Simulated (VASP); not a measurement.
Input:

```xyz
2
Lattice="0.0000 2.1897 2.1897 2.1897 0.0000 2.1897 2.1897 2.1897 0.0000" Properties=species:S:1:pos:R:3 pbc="T T T"
Si     0.0000     0.0000     0.0000
C      1.0948     1.0948     1.0948
```

Computed with PBE GGA, VASP's PBE PAW potentials (set 64) (plane waves; VASP). Settings: 520 eV cut-off, 12×12×12 Γ-centred mesh, tetrahedra with Blöchl corrections, potentials Si C.

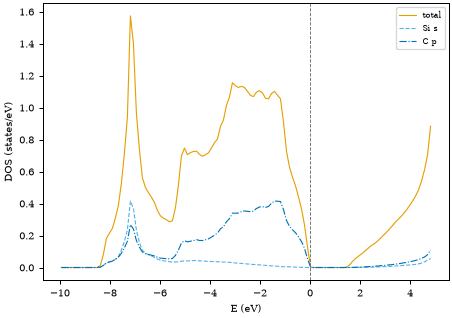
Fig. 1. Total and projected density of states, zero at the valence-band maximum

Within 2 eV below the valence-band maximum the largest weight inside VASP's projection spheres is C p, then Si p.

The gap is indirect, 1.37 eV, from the valence maximum at Γ to the conduction minimum at X.

The compound is SiC in the zinc blende structure. It was relaxed first.
